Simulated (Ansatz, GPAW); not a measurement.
# STM contrast on a 2-layer slab of Rh(110), part 2 of 2

Wanted: filled- and empty-state images of a 2-layer slab of Rh(110), with its work function.

GPAW 26.7.0 and Ansatz 0.2.0; GPAW, PAW setups; slab in vacuum (the session's first sound run).

So far, upper work function (eV): step 2 (relaxing the atoms) 4.99; step 3 (bands at fixed density, height 4 Å, STM [-2.0, -1.0, 1.5] V) 4.99.

**4. A second plane-wave code**

A second program with its own datasets checks the number independently.

This step: Ansatz plane waves; slab in vacuum with a dipole correction; PAW set soft_1 (Ansatz 0.2.0).

Input file input.yaml:

```yaml
crystal:
  lattice:
    - [3.8, 0.0, 0.0]
    - [0.0, 2.6870057685, 0.0]
    - [0.0, 0.0, 15.3435028843]
  atoms:
    - { symbol: Rh, position: [0.5, 0.4999989266, 0.4562191602] }
    - { symbol: Rh, position: [0.0, 0.0, 0.5190743444] }
kpoints:
  mp_grid: { grid: [8, 12, 1] }
hamiltonian:
  xc: pbe
  pseudopotentials: { kind: paw, azcp: { folder: soft_1 } }
scf:
  occupations: { method: fermi_dirac, width: 0.1 }
efield:
  axis: 3
  dipole_correction: true
  ramp_width: 0.05
output:
  forces: true
  write_potential: true
  write_density: true
  volumetric_format: npy
  elf: true
```

The run is started by

```bash
$ ansatz run input.yaml --threads 4 --pin off --max-ram 8192MiB --backend cpu --events-out ev --progress --plain --runs-dir out
```

Numbers of over 12 decimals in the logs are rounded to 6 here.

Output:

```text
Warning: the atoms were moved onto the symmetric positions of the space group found under crystal.symmetry.tolerance 1.0e-5 (fractional; no operation is sought that the atoms, as they stand in a round, miss by more than twice it, and no atom is moved by as much as it), and the run uses the moved positions. Before a round's move an operation carried an atom to 2.88e-6 Å from where it should land, the largest such dist [...]
Engine: ansatz 0.2.0, aarch64-unknown-linux-gnu
Pseudopotentials: kind: paw
Pseudopotential: Rh, paw, valence charge 17, recommended cutoff 420 eV (normal), soft_1/Rh.paw.azcp
Functional definition: PBE
  parameter kappa = 0.804
  parameter beta = 0.066725
  exchange = pbe_x(kappa = kappa, mu = beta*pi^2/3)
  correlation = pbe_c(beta = beta)
Crystal: 2 atoms, lattice volume = 156.667 Å³
Basis set: ecut = 420 eV, 3071 PW (Γ), exchange–correlation on 54×36×216 points (8 copies of the dense FFT grid, shifted against one another)
Bands: 21, of which v1, the nominal top of the filled ones, is band 17 counted from 1 (16 counted from 0)
Symmetry: 4 space group operations
k-points: 35 of 96
Non-local potential: Rh, projectors of the file, l = 0: 3, l = 1: 2, l = 2: 2, l = 3: 1
PAW form: soft (Blöchl's): semilocal exchange-correlation on the pseudo side does not see the compensation charge
PAW one-centre angular grid: Rh, 590 points (default); XC on 64 Gauss nodes
Initial density: superposition of atomic densities (neutral atoms: chi_scale 0, normalization atom)
Initial wavefunctions: pseudopotential atomic-orbital guess
Functional: x = pbe(κ = 0.804, μ = 0.219515), c = pbe(β = 0.066725)
SCF iter   1: F=—  HF=-12804.090980 eV  |F-HF|=—  |Δ(HF+E_count)|=         —  Δρ=3.89e-2  dr2=2.20e0  ethr=3.10e-3  p=0.000 e·Å  D=1.33e-5 V/Å  ΔV_dip=-0.00 eV  dr2_dipole=7.33e-8  V_vac-E_F(+/−)=5.62/5.62 eV  ⟨swp⟩=6.4  Hψ=3584  notcnv=0
efield: sawtooth ramp at fractional position 0.9626 (placed from the atoms, in the widest stretch of the axis that holds none; the zero of the levels goes with the place), width 0.0500; the density the first Hamiltonian is built on has a dipole p = 0.000 e·Å; the dipole correction subtracts the counter field D = 1.33e-5 V/Å, which shifts the + side's vacuum level by -0.00 eV against the − side's; the planar-averaged density in the ramp window peaks in size at 3.6e-5 e/Å³
preconditioner: auto → LDOS  [metal: Δε(μ)=0.039 eV  Ē_g=5.159 eV  σ=0.100 eV  W_gap=0.10  n_scr=24 (ndim 8)  ℏωp=12.6 eV  f_vac=0.685  D(μ)=2.71/eV (n_scr^D=14)  β→1.0]
SCF iter   2: F=—  HF=-12804.162855 eV  |F-HF|=—  |Δ(HF+E_count)|=   7.19e-2  Δρ=3.89e-2  dr2=2.30e0  ethr=3.10e-3  p=-0.000 e·Å  D=-5.23e-4 V/Å  ΔV_dip=0.01 eV  dr2_dipole=9.13e-6  V_vac-E_F(+/−)=5.28/5.27 eV  ⟨swp⟩=3.0  Hψ=2188  notcnv=0
SCF iter   3: F=—  HF=-12803.417362 eV  |F-HF|=—  |Δ(HF+E_count)|=   7.45e-1  Δρ=3.80e-3  dr2=2.02e-2  ethr=3.10e-3  p=-0.000 e·Å  D=-4.29e-5 V/Å  ΔV_dip=0.00 eV  dr2_dipole=4.40e-6  V_vac-E_F(+/−)=5.12/5.12 eV  ⟨swp⟩=2.1  Hψ=1474  notcnv=0
SCF iter   4: F=—  HF=-12803.410848 eV  |F-HF|=—  |Δ(HF+E_count)|=   6.51e-3  Δρ=9.48e-4  dr2=8.09e-4  ethr=5.94e-5  p=-0.000 e·Å  D=-9.07e-5 V/Å  ΔV_dip=0.00 eV  dr2_dipole=4.42e-7  V_vac-E_F(+/−)=5.05/5.05 eV  ⟨swp⟩=3.2  Hψ=1928  notcnv=0
SCF iter   5: F=—  HF=-12803.410974 eV  |F-HF|=—  |Δ(HF+E_count)|=   1.26e-4  Δρ=1.91e-4  dr2=5.01e-5  ethr=2.38e-6  p=-0.000 e·Å  D=-6.51e-6 V/Å  ΔV_dip=0.00 eV  dr2_dipole=5.35e-7  V_vac-E_F(+/−)=5.01/5.01 eV  ⟨swp⟩=2.8  Hψ=1327  notcnv=0
SCF iter   6: F=—  HF=-12803.410951 eV  |F-HF|=—  |Δ(HF+E_count)|=   2.25e-5  Δρ=5.49e-5  dr2=4.96e-6  ethr=1.47e-7  p=-0.000 e·Å  D=-2.55e-5 V/Å  ΔV_dip=0.00 eV  dr2_dipole=2.74e-8  V_vac-E_F(+/−)=5.01/5.01 eV  ⟨swp⟩=2.0  Hψ=1064  notcnv=0
SCF iter   7: F=—  HF=-12803.410956 eV  |F-HF|=—  |Δ(HF+E_count)|=   4.83e-6  Δρ=1.74e-5  dr2=4.46e-7  ethr=1.46e-8  p=0.000 e·Å  D=1.33e-5 V/Å  ΔV_dip=-0.00 eV  dr2_dipole=1.96e-8  V_vac-E_F(+/−)=5.00/5.00 eV  ⟨swp⟩=2.0  Hψ=1099  notcnv=0
SCF iter   8: F=-12803.410956 eV  HF=-12803.410956 eV  |F-HF|=5.35e-8  |Δ(HF+E_count)|=   1.98e-7  Δρ=3.71e-6  dr2=1.82e-8  ethr=2.94e-10  p=0.000 e·Å  D=1.17e-6 V/Å  ΔV_dip=-0.00 eV  dr2_dipole=4.60e-10  V_vac-E_F(+/−)=5.00/5.00 eV  ⟨swp⟩=14.1  Hψ=6387  notcnv=0
SCF 1 converged in 8 iterations: F = -12803.410956 eV  dr2 = 1.82e-8
  greatest PAW one-centre occupation: 1.000 electrons in one spin orbital (limit 2), on the Rh atom at site 1 (counted from 0), in its partial waves of l = 0
WARN: The output density's exchange-correlation potential varies sharply where the density is thin. Do not read a vacuum level from v_tot or v_xc, or from such a field of the output density. On a cell that repeats whose density bears no net charge and no dipole along the vacuum's axis use v_es (v_loc + v_h of the components); under efield.dipole_correction with no amplitude use v_es + v_field, which holds any externa [...]
SCF converged after 8 iterations
Free energy (F): -12803.410956 eV
Harris-Foulkes:  -12803.410956 eV  (|F-HF|=5.35e-8)
Internal energy: -12803.309966 eV  (E = F + TS)
E sigma→0 (E₀):  -12803.360461 eV
Entropy (-TS):   -0.100991 eV (-50.495 meV/atom)
Fermi energy:    -0.175179 eV
Dipole field:    D = 0.000034 V/Å  (p = 0.000029 e·Å, saw-weighted, corrected)
Work function:   Φ+ = 5.0017 eV   Φ− = 5.0021 eV
Levels:          The Fermi level and band energies are counted from a zero that moves with the ramp; work functions are not
--- Per-component energies (eV) ---
  E_band       = -917.139321
  E_kinetic    = 1070.919534
  E_local      = -22599.132651  (includes V_loc(G=0)·N_el)
  E_nonlocal   = 600.468598
  E_hartree    = 10546.126917
  E_xc         = -399.664907
  E_vxc        = -500.903242  (∫ρ·V_xc dr)
  E_paw        = -7208.308594  (= ΣΔE_a)
  E_vpaw       = -580.748391  (= ΣTr[D̂ρ^β])
  E_aug_tail   = 0.000228  (compensation charges beyond the density's cutoff)
  E_efield     = 0.000000  (sawtooth field / dipole correction)
  E_vefield    = 0.000000  (∫n·V_field dr)
  E_ewald      = 5186.280909
  E_smearing   = -0.100991  (= −TS)
  E_closure    = 0.000000  (closes the sum)
  Σ components = -12803.410956   (vs F -12803.410956, Δ=0.00e0)
--- Forces (eV/Å), atoms counted from 1 ---
  atom   1  Rh    -0.00000000    -0.00000000     0.10257133
  atom   2  Rh     0.00000000    -0.00000000    -0.10249034
  max |Σ_I F_I| component: 8.10e-5 eV/Å
--- Band table (eV; the first three rows and the last of 35) ---
  k-point 0: bands = [... 13 lower, -2.0816, -1.9073, -1.2512, -0.7540, -0.4930, 0.6388, 0.9903, 4.1974]
  k-point 1: bands = [... 13 lower, -1.9962, -1.5953, -1.4943, -0.8967, -0.3117, 0.8278, 0.9528, 4.3313]
  k-point 2: bands = [... 13 lower, -1.9738, -1.6271, -1.0823, -1.0589, -0.0432, 0.5439, 1.6561, 4.7321]
  k-point 34: bands = [... 13 lower, -1.9971, -1.3525, -1.3524, 0.4759, 0.4759, 3.7268, 3.7268, 8.1325]
```

The job ended after 8.1 s (4 threads of Arm Neoverse N1, shared host; peak memory 0.44 GiB).

The column dr2 measures how far the density is from self-consistency, as an energy; F and HF (Harris–Foulkes) agree once it is small.

This step gave:

```yaml
free_energy: -12803.4110 eV
smearing_term_ts: 0.1010 eV
symmetry_operations: 4
upper_work_function: 5.002 eV
lower_work_function: 5.002 eV
dipole_along_the_normal: 2.92e-5 e·Å
dipole_field: 3.38e-5 V/Å
vacuum_level_above: 4.826 eV
vacuum_level_below: 4.827 eV
```

Table of electrostatic potential energy of an electron (with the applied field's), less the Fermi level, planar mean by z:

```csv
z (Å),"electrostatic potential energy of an electron (with the applied field's), less the Fermi level, planar mean (eV)"
0,5.00
1,5.00
2,5.00
3,5.00
4,4.99
5,4.82
6,2.02
7,-15.5
8,-15.1
9,2.33
10,4.83
11,4.99
12,5.00
13,5.00
14,5.00
15,5.00
```

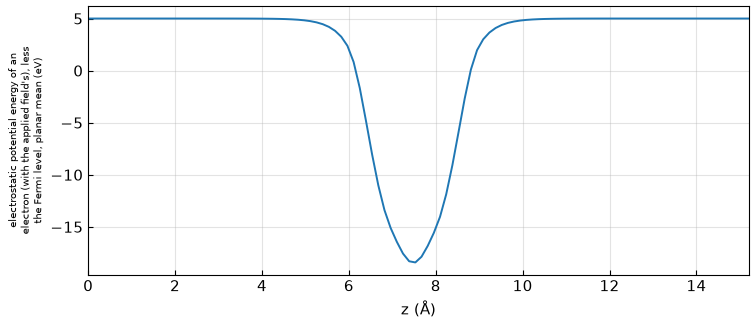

Electrostatic potential energy of an electron (with the applied field's), less the Fermi level, planar mean, plotted against z.

The valence density, planar mean by z:

```
z (Å)  valence density, planar mean (e/Å³)
    3                               1.9e-5
    4                               5.4e-4
    5                              0.00757
    6                                0.133
    7                                 1.67
    8                                 1.64
    9                                0.119
   10                              0.00692
   11                               4.6e-4
   12                               3.0e-5
```

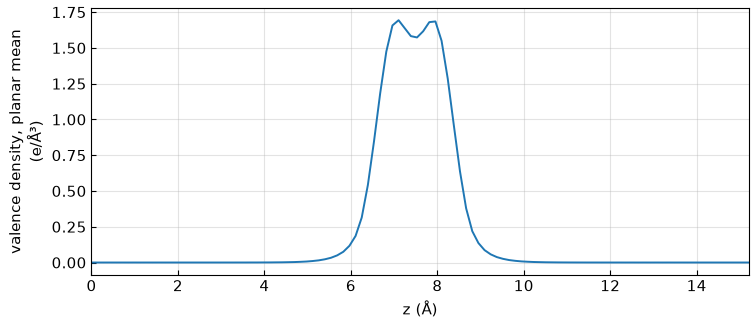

Valence density, planar mean against z.

Force by atom:

| atom | x (eV/Å) | y (eV/Å) | z (eV/Å) | size |
| --- | --- | --- | --- | --- |
| Rh1 | 0.000 | 0.000 | 0.103 | 0.103 |
| Rh2 | 0.000 | 0.000 | -0.102 | 0.102 |

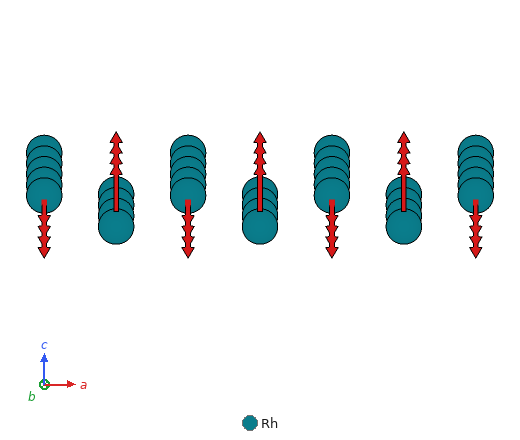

Force as arrows, the longest 0.103 eV/Å. 3×4×1 cells are drawn. Some periodic images of atoms are drawn too.

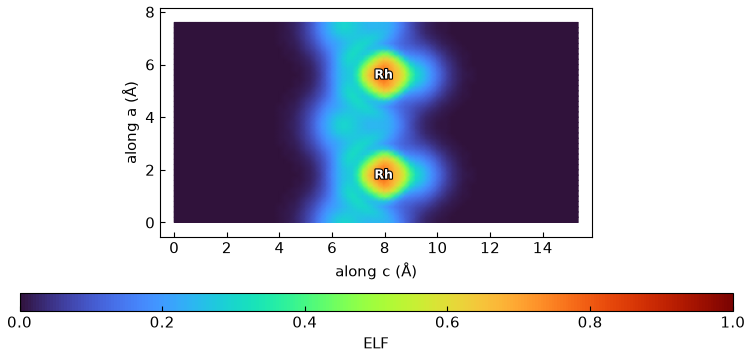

ELF in the ca plane at fractional y = 0.000, with atoms of Rh within 0.2 Å of it. It is the smooth field of the valence electrons, not physical close to the nuclei. The map starts off the cell's origin, so that atoms lie inside it.

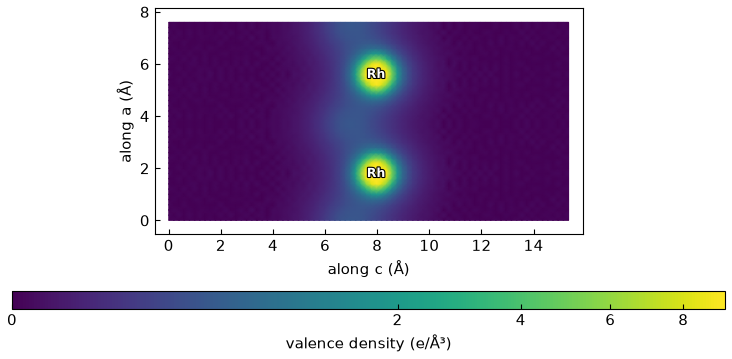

Valence density in the ca plane at fractional y = 0.000, with atoms of Rh within 0.2 Å of it. It is the smooth field of the valence electrons, not physical close to the nuclei. The map starts off the cell's origin, so that atoms lie inside it. The colour scale is stretched toward low values.

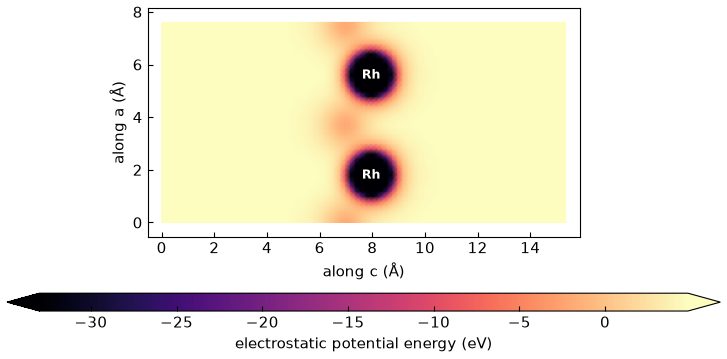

Electrostatic potential energy in the ca plane at fractional y = 0.000, with atoms of Rh within 0.2 Å of it. With pseudopotentials it is smooth inside the atoms' cores, unlike the true potential. The map starts off the cell's origin, so that atoms lie inside it.

The upper face's work function is 5.002 eV, against 4.989 eV in the first plane-wave PBE run at this geometry.

**5. Side by side**

Results and costs are gathered.

This step: comparison of work functions, dipole and cost; PAW set soft_1 (GPAW 26.7.0).

Ladder, by row:

```
  step    code  work function, upper (eV)  work function, lower (eV)  dipole (e Å)  wall time (s)  peak memory (GiB)  threads
    pw    GPAW                      4.989                      4.988      -1.15e-7          190.5               0.33        1
ansatz  Ansatz                      5.002                      5.002       2.92e-5           8.09              0.444        4
```

**6. A changed run**

One more run, with changed settings.

This step: GPAW, PAW setups; slab in vacuum (GPAW 26.7.0).

Input file run.py:

```python
import json
import numpy as np
from ase import Atoms
from gpaw import GPAW, PW

slab = Atoms(
    ['Rh', 'Rh'],
    positions=[
        [1.90000, 1.34350, 7.00000],
        [0.00000, 0.00000, 7.96442]],
    cell=[[3.8, 0.0, 0.0], [0.0, 2.68701, 0.0], [0.0, 0.0, 15.3435]],
    pbc=[True, True, True])

slab.calc = GPAW(mode=PW(400), xc='PBE', kpts={'size': (8, 12, 1), 'gamma': True},
                 occupations={'name': 'fermi-dirac', 'width': 0.1}, nbands='160%',
                 convergence={'density': 1e-05}, maxiter=50,
                 poissonsolver={'dipolelayer': 'xy'},
                 symmetry={'tolerance': 1e-3}, txt='slab.txt')
result = {}
energy = slab.get_potential_energy()
fermi = slab.calc.get_fermi_level()
v = slab.calc.get_electrostatic_potential().mean((0, 1)) - fermi
n = slab.calc.get_pseudo_density().mean((0, 1))
L = slab.cell[2, 2]
z = np.arange(len(v)) * L / len(v)
low, high = slab.positions[:, 2].min(), slab.positions[:, 2].max()
below, above = np.interp([low - 4.8, high + 4.8], z, v)
slopes = [np.interp(x, z, np.gradient(v, z)) for x in (low - 4.8, high + 4.8)]
eps = np.array([[slab.calc.get_eigenvalues(k, s) for k in range(len(slab.calc.get_ibz_k_points()))]
                for s in range(slab.calc.get_number_of_spins())]) - fermi
top, bottom = eps[eps < 0].max(), eps[eps > 0].min()
dipole = slab.get_dipole_moment()[2]
print(f'energy {energy:.4f} eV, Fermi level {fermi:.4f} eV, dipole {dipole:.5f} e A')
print(f'potential 4.8 A off the faces, from the Fermi level: lower {below:.4f} eV, upper {above:.4f} eV')
print(f'slope of the potential there: lower {slopes[0]:.5f}, upper {slopes[1]:.5f} eV/A')
print(f'nearest levels on the mesh: {top:.4f} and {bottom:.4f} eV')
print('magnetic moment', round(slab.get_magnetic_moment(), 3))
result.update(energy=energy, fermi=fermi, dipole=dipole, below=below, above=above, slopes=slopes, edges=[top, bottom],
              z=z.tolist(), v=v.tolist(), n=n.tolist(), positions=slab.positions.tolist(),
              forces=slab.get_forces(apply_constraint=False).tolist(), moments=slab.get_magnetic_moments().tolist())
json.dump(result, open('result.json', 'w'))
```

The run is started by

```bash
$ OMP_NUM_THREADS=1 OPENBLAS_NUM_THREADS=1 python run.py
```

Output:

```text
AssertionError
```

The job ended after 1.4 s (1 thread; peak memory 0.12 GiB).

The input was rejected at the start.

The fault put into the input: a dipole layer in a cell that repeats along the normal (pbc_z = true).

**7. What came out**

```yaml
work_function_both_faces: 4.99 eV
dipole_along_the_normal: -1.2e-7 e Å, near the numerical noise
corrugation_at_minus_2_v: 0.276 Å
corrugation_at_minus_1_v: 0.419 Å
corrugation_at_1p5_v: 0.0865 Å
```

What this shows: The corrugation at constant current is largest at -1 V, where the tip height varies by 0.42 Å over the cell. Negative sample bias images filled states, positive bias empty ones. The two plane-wave codes differ by 0.013 eV on the upper face. The images are of Tersoff-Hamann type: an s-wave tip, no tip-sample forces, heights closer than in a microscope. The runs had no spin polarisation, so a magnetic state, which thin layers of d-metal atoms can have, wasn't tested. The slab is only 0.96 Å thick between its outer nuclei, so the values belong to this film more than to the surface of the bulk metal. The in-plane lattice was kept as typed, which isn't the functional's own and leaves some strain; spin-orbit coupling and temperature are left out.

[Logs are printed without paths, hosts, clocks, repeated set-up lines and the standing remarks that a program may print on its own settings, such as how far it seeks lower states.]

[Hosts, paths, dates, database ids (printed as entryN), source tags and the programs' standing remarks are cut or masked in the printed files.]
